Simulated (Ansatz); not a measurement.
**Two runs on C3H6AlCl**

System: C3H6AlCl, SMILES CC(Cl)=[CH][AlH2].
Method of the first run: RKS PBE0-D4/def2-TZVPP (Ansatz 0.2.0).

The geometry comes from this level: PBE0-D4/def2-TZVP. Text and figures count atoms from 1; the logs count them from 0 in places.

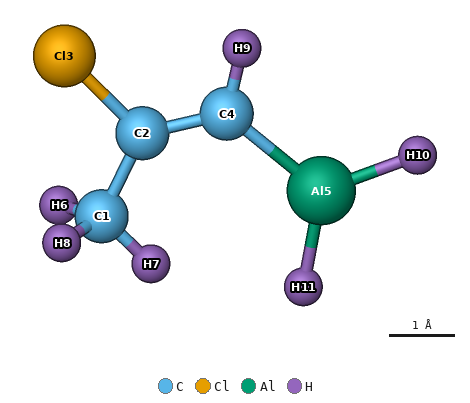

Fig. 1: The structure as given in the input (ball-and-stick view, seen at a tilt; atoms are numbered from 1 in the order of the input). Sticks mark near contacts.

**Input file, the first run**
```yaml
crystal:
  periodic: [false, false, false]
  atoms:
    - {symbol: C, position_ang: [-0.681018, -1.352151, 0.174681]}
    - {symbol: C, position_ang: [-0.006012, -0.281905, 0.956697]}
    - {symbol: Cl, position_ang: [0.035141, -0.656810, 2.666443]}
    - {symbol: C, position_ang: [0.531176, 0.854609, 0.507993]}
    - {symbol: Al, position_ang: [0.575453, 1.428789, -1.337982]}
    - {symbol: H, position_ang: [-1.706975, -1.488095, 0.526249]}
    - {symbol: H, position_ang: [-0.696951, -1.106830, -0.887685]}
    - {symbol: H, position_ang: [-0.165870, -2.305912, 0.314437]}
    - {symbol: H, position_ang: [0.976181, 1.497441, 1.265375]}
    - {symbol: H, position_ang: [1.251118, 2.822459, -1.675673]}
    - {symbol: H, position_ang: [-0.046943, 0.531304, -2.489834]}
basis:
  gaussian: {orbitals: def2-TZVPP}
hamiltonian: {xc: pbe0, dispersion: d4}
output: {orbitals: {seedname: orbitals}}
```

Command:
```bash
ansatz run in.yaml --threads 4 --pin off --events-out ev --progress --plain --max-ram 10444MiB
```

Hardware: 4 threads of Arm Neoverse V2, 23 GiB of memory available, shared host.

**Output (the first run)**
```
Functional definition: PBE0
  parameter a = 0.25
  parameter kappa = 0.804
  parameter beta = 0.06672455060314922
  exchange = (1 - a)*pbe_x(kappa = kappa, mu = beta*pi^2/3) + a*exact_x
  correlation = pbe_c(beta = beta)
1519 factors; their error is unknown
mean field evaluation 1: about -22308.7536 eV, gradient 6.3e1 eV
mean field evaluation 2: about -22299.8881 eV, gradient 8.1e1 eV
mean field evaluation 4: about -22318.0816 eV, gradient 6.6e0 eV
mean field evaluation 8: about -22318.2091 eV, gradient 4.5e-1 eV
mean field evaluation 16: about -22318.2094 eV, gradient 4.0e-5 eV
mean field -22318.20942729 eV, -820.1790686271 hartree, gradient 4.0e-5 eV, S^2 0.000000; 0 other end points of the search recorded, 0 dependent functions left out
reference -22318.20946399 eV, -820.1790699761 hartree; 27, 27 occupied and 234, 234 virtual orbitals, 1519 factors
Total energy: -22318.42850549 eV, -820.1871196025 hartree
```

The input of the second run differs as follows (lines with − go, lines with + come):
```diff
-hamiltonian: {xc: pbe0, dispersion: d4}
+hamiltonian: {xc: {name: wB97X-V}}
```

How does the second run compare with the first run?

The total energies belong to different models, so their difference says nothing on which is more stable or more accurate. The HOMO goes from −7.52 to −9.77 eV. The LUMO goes from −1.87 to 0.04 eV. On the same kind of shared host the second run took about 2.8 times as long.

**Output (the second run)**
```
Functional definition: wB97X-V
  parameter omega = 0.3/bohr
  parameter cx = 0.167
  parameter cx1 = 0.603
  parameter cx2 = 1.194
  parameter css0 = 0.556
  parameter css1 = -0.257
  parameter cos0 = 1.219
  parameter cos1 = -1.850
  parameter b = 6.0
  parameter c = 0.01
  exchange = spin_sum(e_x_unif_sr(omega)*poly(b97_u_x, 1 - cx, cx1, cx2)) + cx*exact_x_sr(omega) + exact_x_lr(omega)
  correlation = spin_sum(e_c_pw_same_spin*poly(b97_u_same, css0, css1))
      + integral(e_c_pw_opposite_spin*poly(b97_u_opposite, cos0, cos1)) + vv10(b, c)
1492 factors; their error is unknown
346 factors; integrals over basis functions are off by at most 1.8e-5 eV
mean field evaluation 1: about -22321.1824 eV, gradient 4.4e1 eV
mean field evaluation 2: about -22323.1271 eV, gradient 3.2e1 eV
mean field evaluation 4: about -22325.5816 eV, gradient 1.8e0 eV
mean field evaluation 8: about -22325.5983 eV, gradient 5.1e-2 eV
mean field evaluation 16: about -22325.6129 eV, gradient 6.3e-5 eV
mean field -22325.61294362 eV, -820.4511428342 hartree, gradient 2.4e-5 eV, S^2 0.000000; 0 other end points of the search recorded, 0 dependent functions left out
reference -22325.61294128 eV, -820.4511427480 hartree; 27, 27 occupied and 234, 234 virtual orbitals, 1492 factors
Total energy: -22325.61294128 eV, -820.4511427480 hartree
```

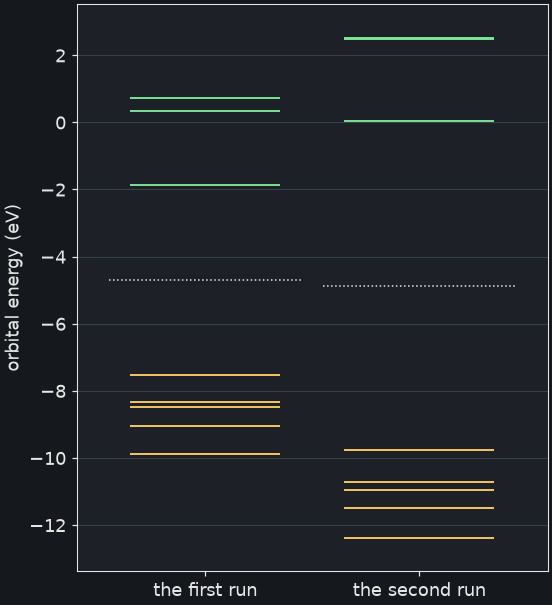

Fig. 2: The five highest filled and three lowest empty orbital energies of the two runs; the dotted lines part filled from empty levels. The HOMO–LUMO gap is 5.66 eV in the first run and 9.81 eV in the second run.

**The two runs side by side**

```csv
quantity,the first run,the second run
outcome,converged,converged
total energy (hartree),−820.187120,−820.451143
HOMO (eV),−7.52,−9.77
LUMO (eV),−1.87,0.04
basis functions,261,261
wall time (shared host),3.1 s,8.5 s
```
